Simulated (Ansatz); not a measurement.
In doubt: masses and optical values from hybrid runs of this build are listed as unsure (in some of the runs), which bears on the screening that GW takes from such a start.

System: CsPbCl3 (Pm-3m).

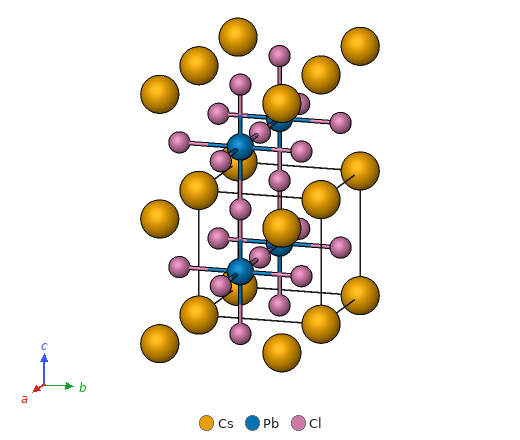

The structure (caesium orange, lead blue, chlorine pink). 2×1×2 cells are drawn. Some periodic images of atoms are drawn too.

It takes space group Pm-3m (No. 221, cubic). The conventional cell has a = 5.605 Å, b = 5.605 Å, c = 5.605 Å, α = 90.00°, β = 90.00°, γ = 90.00°. Nearest to Cs lie 12 Cl at 3.96 Å. Nearest to Pb lie 6 Cl at 2.80 Å. Nearest to Cl lie 2 Pb at 2.80 Å and 4 Cs at 3.96 Å. Farther neighbours and most contacts between anions are not listed.

```yaml
crystal:
  lattice:
    - [5.60500, 0.00000, 0.00000]
    - [0.00000, 5.60500, 0.00000]
    - [0.00000, 0.00000, 5.60500]
  atoms:
    - { symbol: Cs, position: [0.00000, 0.00000, 0.00000] }
    - { symbol: Pb, position: [0.50000, 0.50000, 0.50000] }
    - { symbol: Cl, position: [0.50000, 0.50000, 0.00000] }
    - { symbol: Cl, position: [0.00000, 0.50000, 0.50000] }
    - { symbol: Cl, position: [0.50000, 0.00000, 0.50000] }
```

The cell and positions come from the Crystallography Open Database and are kept as given unless a step says otherwise. Spin-orbit coupling is left out unless a run names it. PAW set soft_2, made with PBE.

Gaps computed with Ansatz 0.2.0 without a self-energy: HSE06 2.60 eV, r2SCAN 2.29 eV and PBE0 3.25 eV.

Q: What gap should G0W0 on HSE06 give (4×4×4 mesh, 965 empty bands, screening to 180 eV, default PAW files)?

About 3.69 eV: on its mesh the run moves the gap from 2.60 eV by +1.09 eV. Among the scalar-relativistic levels given, PBE0 is nearest (−0.44 eV). Bands and cutoff are finite, so the gap is not at the basis limit. The miss can reach some tenths of an eV and take either sign; the mesh is an error of its own. Where an edge is built on 6p states of lead, bismuth or thallium, scalar-relativistic gaps usually stand too wide, by a few tenths to over one eV. This is the ideal cubic cell; many perovskites, halides above all, are cubic only on average, and local tilts or off-centring can widen the gap. The many-body steps are scalar-relativistic: spin-orbit coupling is not in them.

[Paths, hosts, dates, memory and timing lines, banners, echoed tables and standing remarks are left out of the program output.]

[Logs are printed without paths, hosts, clocks, repeated set-up lines and the standing remarks that a program may print on its own settings, such as how far it seeks lower states.]

[Runs of the session that timed out or met a known fault of the program may be left out.]

[Cells called generated may have been cut or substituted from an entry of the Crystallography Open Database or the Materials Project.]

[Hosts, paths, dates, database ids (printed as entryN), source tags and the programs' standing remarks are cut or masked in the printed files.]
